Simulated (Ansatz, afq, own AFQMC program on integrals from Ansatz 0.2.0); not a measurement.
**CH₃Al (triplet): AFQMC on the coupled-cluster ladder, cc-pVTZ**

How near does AFQMC come to the top of the ladder for CH₃Al (triplet)?

Method: cc-pVTZ, frozen cores; program: Ansatz 0.2.0, Gaussian basis, and an in-house AFQMC program (afq) on its integrals; all values are calculated.

The runs, in order: CCSD(T) on UHF; CCSD(T) on UHF; PBE (unrestricted); CCSD(T) on UHF; r2SCAN (unrestricted); PBE0 (unrestricted); B3LYP (unrestricted); wB97M-V (unrestricted); B2PLYP (unrestricted); Phaseless AFQMC, CISD trial on UHF.

## (1) The system

The geometry is a PBE0/def2-TZVP stationary point (not a proven minimum) of the parent state, kept for this charge and spin.

5 atoms, charge 0, spin multiplicity 3.

Atoms are counted from 1 here; the program's logs count them from 0.

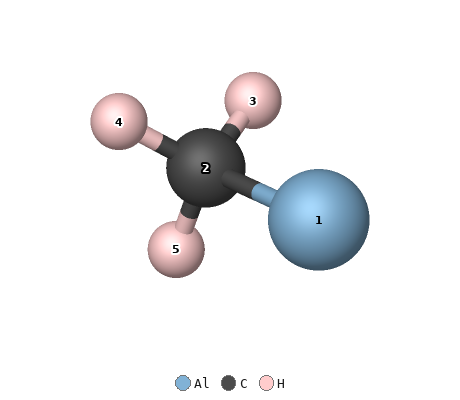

The geometry (aluminium light blue, carbon dark grey, hydrogen pink); atoms are numbered from 1 in the order of the file.

## (2) CCSD(T) on UHF

in.yaml reads:

```yaml
crystal:
  periodic: [false, false, false]
  atoms:
    - {symbol: Al, position_ang: [-0.740755, 0.006434, 0.005001]}
    - {symbol: C, position_ang: [1.247385, -0.010835, -0.008422]}
    - {symbol: H, position_ang: [1.646285, -1.033829, -0.006127]}
    - {symbol: H, position_ang: [1.665515, 0.499669, 0.869187]}
    - {symbol: H, position_ang: [1.653518, 0.491031, -0.896583]}
basis:
  gaussian: {orbitals: cc-pVTZ}
magnetization: {spin_polarized: true, initial_magnetization: 2}
correlation: {method: ccsd_t, electrons: outside_noble_gas, hamiltonian_folder: ham}
```

Started as:

```sh
$ ansatz run in.yaml --threads 1 --pin off --events-out ev --progress --plain --max-ram 16896MiB --backend cuda --devices 0, --max-vram 18GiB
```

Output, shortened:

```text
Functional definition: HF
  name "HF"
  cite "Fock, Z. Phys. 61, 126 (1930) doi:10.1007/BF01340294"
  parent pbe
[...]
614 factors; integrals over basis functions are off by at most 8.5e-4 eV
[...]
mean field -7659.36750700 eV, -281.4765641766 hartree, gradient 9.1e-6 eV, S^2 2.007990; 9 other end points of the search recorded, 0 dependent functions left out
determinant -7659.36750700 eV, -281.4765641766 hartree, with singles and doubles -7666.02731604 eV, -281.7213076444 hartree
determinant -7656.31466034 eV, -281.3643741311 hartree, with singles and doubles -7662.58160321 eV, -281.5946800334 hartree
determinant -7656.25203555 eV, -281.3620727125 hartree, with singles and doubles -7663.15413793 eV, -281.6157202963 hartree
6 core orbitals not correlated: weight in the atoms' cores, before any rotation towards them, 1.000 or more for the frozen orbitals, at most 0.000 for the correlated occupied ones
reference -7659.36750700 eV, -281.4765641766 hartree; 6, 4 occupied and 94, 96 virtual orbitals, 614 factors
second order -5.94128683 eV of doubles, -0.00000000 eV of singles
cycle   1  -6.54538087 eV  change   -4.8e-1 eV  update   2.0e-2
[...]
cycle   9  -6.56549187 eV  change    5.9e-6 eV  update   7.1e-6
perturbative correction -0.25642731 eV, -0.0094235300 hartree
Total energy: -7666.18942619 eV, -281.7272650827 hartree
```

Run time: 5.5 s. Hardware: 1 × NVIDIA H100 80GB HBM3 with 1 thread of AMD EPYC 7R13 (Zen 3), shared host; peak host memory 1.9 GiB.

From the report: ⟨S²⟩ of the determinant 2.008 (pure triplet: 2.00); correlation -6.8219 eV; T1 0.018; largest double amplitude 0.04.

This run also writes the integrals to the folder ham.

## (3) CCSD(T) on UHF

Changes to in.yaml since step 2:

```diff
@@ -9,4 +9,4 @@
 basis:
-  gaussian: {orbitals: cc-pVTZ}
+  gaussian: {orbitals: def2-TZVPP}
 magnetization: {spin_polarized: true, initial_magnetization: 2}
-correlation: {method: ccsd_t, electrons: outside_noble_gas, hamiltonian_folder: ham}
+correlation: {method: ccsd_t, electrons: outside_noble_gas}
```

Same command.

Output, shortened:

```text
Functional definition: HF
  name "HF"
  cite "Fock, Z. Phys. 61, 126 (1930) doi:10.1007/BF01340294"
  parent pbe
[...]
671 factors; integrals over basis functions are off by at most 8.1e-4 eV
[...]
mean field -7659.29043676 eV, -281.4737318976 hartree, gradient 2.8e-6 eV, S^2 2.007871; 9 other end points of the search recorded, 0 dependent functions left out
determinant -7659.29043676 eV, -281.4737318976 hartree, with singles and doubles -7665.93108849 eV, -281.7177713474 hartree
determinant -7656.24452746 eV, -281.3617967951 hartree, with singles and doubles -7663.11692993 eV, -281.6143529278 hartree
determinant -7656.22699294 eV, -281.3611524135 hartree, with singles and doubles -7662.48212311 eV, -281.5910242075 hartree
6 core orbitals not correlated: weight in the atoms' cores, before any rotation towards them, 1.000 or more for the frozen orbitals, at most 0.000 for the correlated occupied ones
reference -7659.29043676 eV, -281.4737318976 hartree; 6, 4 occupied and 103, 105 virtual orbitals, 671 factors
second order -5.92251392 eV of doubles, -0.00000000 eV of singles
cycle   1  -6.52894110 eV  change   -4.7e-1 eV  update   2.0e-2
[...]
cycle   9  -6.54888939 eV  change    7.2e-6 eV  update   7.3e-6
perturbative correction -0.25484905 eV, -0.0093655299 hartree
Total energy: -7666.09417521 eV, -281.7237646737 hartree
```

Run time: 4.7 s. Hardware: 1 × NVIDIA H100 80GB HBM3 with 1 thread of AMD EPYC 7R13 (Zen 3), shared host; peak host memory 1.9 GiB.

From the report: ⟨S²⟩ of the determinant 2.008 (pure triplet: 2.00); correlation -6.8037 eV; T1 0.018; largest double amplitude 0.04.

## (4) PBE (unrestricted)

Changes to in.yaml since step 3:

```diff
@@ -9,4 +9,5 @@
 basis:
-  gaussian: {orbitals: def2-TZVPP}
+  gaussian: {orbitals: cc-pVTZ}
 magnetization: {spin_polarized: true, initial_magnetization: 2}
-correlation: {method: ccsd_t, electrons: outside_noble_gas}
+hamiltonian: {xc: {name: PBE}}
+output: {orbitals: {seedname: orbitals}}
```

Started as:

```sh
$ ansatz run in.yaml --threads 1 --pin off --events-out ev --progress --plain --max-ram 5632MiB --backend cpu
```

Output:

```text
Functional definition: PBE
  name "PBE"
  cite "Perdew, Burke & Ernzerhof, Phys. Rev. Lett. 77, 3865 (1996) doi:10.1103/PhysRevLett.77.3865"
  parent pbe
  parameter kappa = 0.804
  parameter beta = 0.06672455060314922
  exchange = pbe_x(kappa = kappa, mu = beta*pi^2/3)
  correlation = pbe_c(beta = beta)
617 factors; their error is unknown
mean field evaluation 1: about -7664.5296 eV, gradient 4.6e1 eV
mean field evaluation 2: about -7623.8445 eV, gradient 7.4e1 eV
mean field evaluation 4: about -7675.0577 eV, gradient 4.5e0 eV
mean field evaluation 8: about -7675.2679 eV, gradient 1.5e-1 eV
mean field evaluation 16: about -7675.2680 eV, gradient 1.8e-5 eV
mean field evaluation 32: about -7675.2677 eV, gradient 1.7e-1 eV
mean field evaluation 64: about -7675.2680 eV, gradient 1.4e-2 eV
mean field -7675.26799953 eV, -282.0608964991 hartree, gradient 8.3e-6 eV, S^2 2.001752; 4 other end points of the search recorded, 0 dependent functions left out
reference -7675.26803546 eV, -282.0608978197 hartree; 12, 10 occupied and 94, 96 virtual orbitals, 617 factors
Total energy: -7675.26803546 eV, -282.0608978197 hartree
```

It took 15 s on 1 thread of AMD EPYC 7R13 (Zen 3), shared host; peak memory 1.9 GiB.

From the report: ⟨S²⟩ of the determinant 2.002 (pure triplet: 2.00).

## (5) CCSD(T) on UHF

Changes to in.yaml since step 4:

```diff
@@ -9,5 +9,4 @@
 basis:
-  gaussian: {orbitals: cc-pVTZ}
+  gaussian: {orbitals: "def2-QZVPP.json"}
 magnetization: {spin_polarized: true, initial_magnetization: 2}
-hamiltonian: {xc: {name: PBE}}
-output: {orbitals: {seedname: orbitals}}
+correlation: {method: ccsd_t, electrons: outside_noble_gas}
```

Started as:

```sh
$ ansatz run in.yaml --threads 1 --pin off --events-out ev --progress --plain --max-ram 16896MiB --backend cuda --devices 0, --max-vram 18GiB
```

Output, shortened:

```text
Functional definition: HF
  name "HF"
  cite "Fock, Z. Phys. 61, 126 (1930) doi:10.1007/BF01340294"
  parent pbe
[...]
1268 factors; integrals over basis functions are off by at most 9.8e-4 eV
[...]
mean field -7659.53508738 eV, -281.4827226418 hartree, gradient 2.0e-6 eV, S^2 2.007989; 6 other end points of the search recorded, 0 dependent functions left out
determinant -7659.53508738 eV, -281.4827226418 hartree, with singles and doubles -7666.56933061 eV, -281.7412263126 hartree
determinant -7656.68172977 eV, -281.3778636838 hartree, with singles and doubles -7663.93761000 eV, -281.6445123641 hartree
determinant -7656.48410929 eV, -281.3706012652 hartree, with singles and doubles -7663.09666433 eV, -281.6136081805 hartree
6 core orbitals not correlated: weight in the atoms' cores, before any rotation towards them, 1.000 or more for the frozen orbitals, at most 0.000 for the correlated occupied ones
reference -7659.53508738 eV, -281.4827226418 hartree; 6, 4 occupied and 205, 207 virtual orbitals, 1268 factors
second order -6.30500923 eV of doubles, -0.00000000 eV of singles
cycle   1  -6.82170543 eV  change   -6.7e-1 eV  update   2.4e-2
[...]
cycle   9  -6.85319026 eV  change    5.5e-6 eV  update   9.5e-6
perturbative correction -0.28146735 eV, -0.0103437342 hartree
Total energy: -7666.66974499 eV, -281.7449164728 hartree
```

It took 10 s on 1 × NVIDIA H100 80GB HBM3 with 1 thread of AMD EPYC 7R13 (Zen 3), shared host; peak host memory 1.9 GiB.

From the report: ⟨S²⟩ of the determinant 2.008 (pure triplet: 2.00); correlation -7.1347 eV; T1 0.018; largest double amplitude 0.03.

## (6) r2SCAN (unrestricted)

Changes to in.yaml since step 5:

```diff
@@ -9,4 +9,4 @@
 basis:
-  gaussian: {orbitals: "def2-QZVPP.json"}
+  gaussian: {orbitals: cc-pVTZ}
 magnetization: {spin_polarized: true, initial_magnetization: 2}
-correlation: {method: ccsd_t, electrons: outside_noble_gas}
+hamiltonian: {xc: {name: r2SCAN}}
```

Started as:

```sh
$ ansatz run in.yaml --threads 1 --pin off --events-out ev --progress --plain --max-ram 5632MiB --backend cpu
```

Output:

```text
Functional definition: r2SCAN
  name "r2SCAN"
  cite "Furness, Kaplan, Ning, Perdew & Sun, J. Phys. Chem. Lett. 11, 8208 (2020) doi:10.1021/acs.jpclett.0c02405"
  cite "Furness, Kaplan, Ning, Perdew & Sun, J. Phys. Chem. Lett. 11, 9248 (2020) doi:10.1021/acs.jpclett.0c03077"
  parent r2scan
  parameter k0 = 0.174
  parameter k1 = 0.065
  parameter a1 = 4.9479
  exchange = r2scan_x(k0 = k0, k1 = k1, a1 = a1)
  correlation = r2scan_c
617 factors; their error is unknown
mean field evaluation 1: about -7670.3762 eV, gradient 4.2e1 eV
mean field evaluation 2: about -7641.4075 eV, gradient 6.3e1 eV
mean field evaluation 4: about -7679.1732 eV, gradient 2.0e0 eV
mean field evaluation 8: about -7679.2000 eV, gradient 1.8e-1 eV
mean field evaluation 16: about -7679.2001 eV, gradient 6.7e-5 eV
mean field evaluation 32: about -7679.2000 eV, gradient 2.0e-5 eV
mean field -7679.20007687 eV, -282.2053976761 hartree, gradient 2.6e-6 eV, S^2 2.004129; 3 other end points of the search recorded, 0 dependent functions left out
reference -7679.20009108 eV, -282.2053981985 hartree; 12, 10 occupied and 94, 96 virtual orbitals, 617 factors
Total energy: -7679.20009108 eV, -282.2053981985 hartree
```

It took 16 s on 1 thread of AMD EPYC 7R13 (Zen 3), shared host; peak memory 1.9 GiB.

From the report: ⟨S²⟩ of the determinant 2.004 (pure triplet: 2.00).

## (7) PBE0 (unrestricted)

Changes to in.yaml since step 6:

```diff
@@ -11,2 +11,3 @@
 magnetization: {spin_polarized: true, initial_magnetization: 2}
-hamiltonian: {xc: {name: r2SCAN}}
+hamiltonian: {xc: {name: PBE0}}
+output: {orbitals: {seedname: orbitals}}
```

Launched as before.

Output, shortened:

```text
Functional definition: PBE0
  name "PBE0"
  cite "Adamo & Barone, J. Chem. Phys. 110, 6158 (1999) doi:10.1063/1.478522"
  cite "Perdew, Burke & Ernzerhof, Phys. Rev. Lett. 77, 3865 (1996) doi:10.1103/PhysRevLett.77.3865"
  parent pbe
[...]
638 factors; their error is unknown
[...]
mean field -7676.12629390 eV, -282.0924382355 hartree, gradient 7.1e-6 eV, S^2 2.003078; 4 other end points of the search recorded, 0 dependent functions left out
reference -7676.12632078 eV, -282.0924392235 hartree; 12, 10 occupied and 94, 96 virtual orbitals, 638 factors
Total energy: -7676.12632078 eV, -282.0924392235 hartree
```

Run time: 16 s. Hardware: 1 thread of AMD EPYC 7R13 (Zen 3), shared host; peak memory 1.9 GiB.

From the report: ⟨S²⟩ of the determinant 2.003 (pure triplet: 2.00).

## (8) B3LYP (unrestricted)

Changes to in.yaml since step 7:

```diff
@@ -11,3 +11,2 @@
 magnetization: {spin_polarized: true, initial_magnetization: 2}
-hamiltonian: {xc: {name: PBE0}}
-output: {orbitals: {seedname: orbitals}}
+hamiltonian: {xc: {name: B3LYP}}
```

Launched as before.

Output, shortened:

```text
Functional definition: B3LYP
  name "B3LYP"
  cite "Stephens, Devlin, Chabalowski & Frisch, J. Phys. Chem. 98, 11623 (1994) doi:10.1021/j100096a001"
  cite "Becke, Phys. Rev. A 38, 3098 (1988) doi:10.1103/PhysRevA.38.3098"
  cite "Lee, Yang & Parr, Phys. Rev. B 37, 785 (1988) doi:10.1103/PhysRevB.37.785"
  cite "Vosko, Wilk & Nusair, Can. J. Phys. 58, 1200 (1980) doi:10.1139/p80-159"
[...]
629 factors; their error is unknown
[...]
mean field -7681.22730035 eV, -282.2798967651 hartree, gradient 3.7e-6 eV, S^2 2.003098; 4 other end points of the search recorded, 0 dependent functions left out
reference -7681.22750026 eV, -282.2799041116 hartree; 12, 10 occupied and 94, 96 virtual orbitals, 629 factors
Total energy: -7681.22750026 eV, -282.2799041116 hartree
```

Wall time 17 s (1 thread of AMD EPYC 7R13 (Zen 3), shared host); peak memory 1.9 GiB.

From the report: ⟨S²⟩ of the determinant 2.003 (pure triplet: 2.00).

## (9) wB97M-V (unrestricted)

Changes to in.yaml since step 8:

```diff
@@ -11,2 +11,3 @@
 magnetization: {spin_polarized: true, initial_magnetization: 2}
-hamiltonian: {xc: {name: B3LYP}}
+hamiltonian: {xc: {name: wB97M-V}}
+output: {orbitals: {seedname: orbitals}}
```

Same command.

Output, shortened:

```text
Functional definition: wB97M-V
  name "wB97M-V"
  cite "Mardirossian & Head-Gordon, J. Chem. Phys. 144, 214110 (2016) doi:10.1063/1.4952647"
  cite "Becke, J. Chem. Phys. 107, 8554 (1997) doi:10.1063/1.475007"
  cite "Vydrov & Van Voorhis, J. Chem. Phys. 133, 244103 (2010) doi:10.1063/1.3521275"
  # Of w^i u^j: cxij and so on, Table III.
[...]
  gx(w, u) = 1 - cx + cx01*u + cx10*w
  gss(w, u) = css00 + css04*u^4 + css10*w + css20*w^2 + css43*w^4*u^3
  gos(w, u) = cos00 + cos10*w + (cos20 + cos21*u)*w^2 + (cos60 + cos61*u)*w^6
[...]
      + integral(e_c_pw_mod_opposite_spin*gos(b97_w_opposite, b97_u_opposite)) + vv10(b, c)
617 factors; their error is unknown
165 factors; integrals over basis functions are off by at most 3.6e-5 eV
[...]
mean field -7679.11758032 eV, -282.2023659838 hartree, gradient 6.7e-6 eV, S^2 2.002562; 1 other end points of the search recorded, 0 dependent functions left out
reference -7679.11761736 eV, -282.2023673451 hartree; 12, 10 occupied and 94, 96 virtual orbitals, 617 factors
Total energy: -7679.11761736 eV, -282.2023673451 hartree
```

Wall time 42 s (1 thread of AMD EPYC 7R13 (Zen 3), shared host); peak memory 1.9 GiB.

From the report: ⟨S²⟩ of the determinant 2.003 (pure triplet: 2.00).

## (10) B2PLYP (unrestricted)

Changes to in.yaml since step 9:

```diff
@@ -11,3 +11,3 @@
 magnetization: {spin_polarized: true, initial_magnetization: 2}
-hamiltonian: {xc: {name: wB97M-V}}
-output: {orbitals: {seedname: orbitals}}
+hamiltonian: {xc: {name: B2PLYP}}
+correlation: {electrons: outside_noble_gas}
```

Same command.

Output, shortened:

```text
Functional definition: B2PLYP
  name "B2PLYP"
  cite "Grimme, J. Chem. Phys. 124, 034108 (2006) doi:10.1063/1.2148954"
  cite "Becke, Phys. Rev. A 38, 3098 (1988) doi:10.1103/PhysRevA.38.3098"
  cite "Lee, Yang & Parr, Phys. Rev. B 37, 785 (1988) doi:10.1103/PhysRevB.37.785"
[...]
614 factors; integrals over basis functions are off by at most 8.5e-4 eV
[...]
mean field -7674.26619565 eV, -282.0240808856 hartree, gradient 9.2e-11 eV, S^2 2.006078; 5 other end points of the search recorded, 0 dependent functions left out
6 core orbitals not correlated: weight in the atoms' cores, before any rotation towards them, 1.000 or more for the frozen orbitals, at most 0.000 for the correlated occupied ones
reference -7674.26632141 eV, -282.0240855073 hartree; 6, 4 occupied and 94, 96 virtual orbitals, 614 factors
second order -7.31876522 eV of doubles, -0.00000000 eV of singles
Total energy: -7676.24238802 eV, -282.0967046158 hartree
```

Run time: 42 s. Hardware: 1 thread of AMD EPYC 7R13 (Zen 3), shared host; peak memory 1.9 GiB.

From the report: ⟨S²⟩ of the determinant 2.006 (pure triplet: 2.00).

## (11) Phaseless AFQMC, CISD trial on UHF

It reads the integrals that the CCSD(T) run on this determinant wrote.

Started as:

```sh
$ afq ham --method phaseless --trial cisd --walkers 400 --populations 10 --least-time 60 --time-step 0.005 --steps-per-block 50 --equilibration-blocks 28 --max-blocks 4000 --target-error 0.00019 --factor-cut 1e-05 --start spin_pure --seed 5871 --release-times 0.24,0.51,0.99,1.62,2.4 --release-step 0.03 --release-every 3 --taylor-order 6
```

Output:

```text
orbitals 100  electrons 6 4  factors 602 of 614
reference energy -281.47656418 Eh
CCSD correlation -0.24127748 Eh in 11 cycles, weight of the determinant in the CISD state 0.8945
energy of the start -281.717618 Eh
 block  time / (1/Eh)  mean weight  energy / Eh
     1     0.250  0.9993  -281.716478
     2     0.500  0.9996  -281.718492
     3     0.750  0.9996  -281.721288
     4     1.000  1.0002  -281.721962
     5     1.250  0.9987  -281.723587
     6     1.500  0.9997  -281.723149
     7     1.750  1.0006  -281.724106
     8     2.000  1.0006  -281.726090
     9     2.250  1.0004  -281.727347
    10     2.500  0.9995  -281.726466
    19     4.750  0.9987  -281.724886
    28     7.000  1.0006  -281.728367
    37     9.250  0.9997  -281.726168
    46    11.500  0.9992  -281.730044
    55    13.750  0.9993  -281.726958
    64    16.000  1.0002  -281.725893
    73    18.250  1.0004  -281.729009
    82    20.500  1.0004  -281.729970
    91    22.750  1.0011  -281.731086
   100    25.000  1.0009  -281.725821
   109    27.250  0.9999  -281.726713
   118    29.500  1.0010  -281.729058
   127    31.750  1.0014  -281.729109
   136    34.000  1.0007  -281.727771
   145    36.250  0.9995  -281.726917
   154    38.500  0.9996  -281.725994
   163    40.750  0.9993  -281.728008
   172    43.000  1.0004  -281.729119
   181    45.250  0.9992  -281.729521
   190    47.500  1.0014  -281.729393
   199    49.750  1.0004  -281.727874
   208    52.000  1.0008  -281.731321
   217    54.250  1.0008  -281.728830
   226    56.500  1.0009  -281.723985
   235    58.750  1.0004  -281.724959
   244    61.000  1.0000  -281.730121
   253    63.250  1.0001  -281.728815
   262    65.500  1.0001  -281.730629
   271    67.750  1.0004  -281.727511
   280    70.000  0.9996  -281.727441
   289    72.250  1.0010  -281.725094
   298    74.500  1.0013  -281.733818
   307    76.750  0.9995  -281.725525
   316    79.000  0.9993  -281.728688
   325    81.250  0.9998  -281.728939
   334    83.500  0.9986  -281.730115
   343    85.750  1.0004  -281.727207
   352    88.000  1.0001  -281.726661
   361    90.250  1.0013  -281.726936
   370    92.500  1.0012  -281.726680
   379    94.750  0.9986  -281.724805
   388    97.000  0.9995  -281.727374
error from the spread of 10 populations
released: time / (1/Eh)  energy / Eh  error  mean overlap
  0.24  -281.728259  0.000136  0.9977
  0.51  -281.728362  0.000143  0.9911
  0.99  -281.728206  0.000126  0.9878
  1.62  -281.728451  0.000126  0.9811
  2.40  -281.728987  0.000266  0.9563
energy -281.728089 +/- 0.000187 Eh
```

It took 2.4 min on 1 × NVIDIA H100 80GB HBM3 with 2 threads of AMD EPYC 7R13 (Zen 3), shared host; peak host memory 1.9 GiB.

Energy -7666.2118 ± 0.0051 eV. Caveats: constraint bias not in the error.

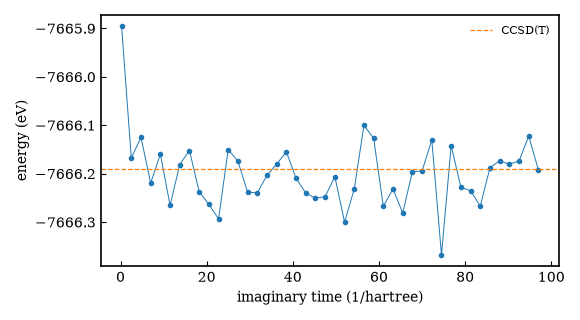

Block energies along the walk.

## (12) All levels side by side

On the UHF determinant, counted from CCSD(T) (a yardstick, not exact):

| level | energy (eV) | from CCSD(T) (kJ/mol) | statistical error (kJ/mol) | time |
| --- | --- | --- | --- | --- |
| HF | -7659.3675 | +658.2 |  |  |
| MP2 | -7665.3088 | +85.0 |  |  |
| CCSD | -7665.9330 | +24.7 |  |  |
| CCSD(T) | -7666.1894 | 0.0 |  |  |
| Phaseless AFQMC, CISD trial, step 0.005, 400 walkers | -7666.2118 | -2.2 | 0.5 | 2.4 min |

The functionals' totals stand on their own zeros and serve differences with other points: PBE -7675.268 eV; r2SCAN -7679.200 eV; PBE0 -7676.126 eV; B3LYP -7681.228 eV; wB97M-V -7679.118 eV; B2PLYP -7676.242 eV.

## (13) Results

| quantity | value |
| --- | --- |
| Phaseless AFQMC, CISD trial on UHF from CCSD(T) | -2.2 ± 0.5 kJ/mol |

**Reading.** On UHF the phaseless walk with the CISD trial lies -2.2 kJ/mol from CCSD(T), 4 times its error bar. Error bars are statistical and leave out the constraint, the time step and what remains of the start.
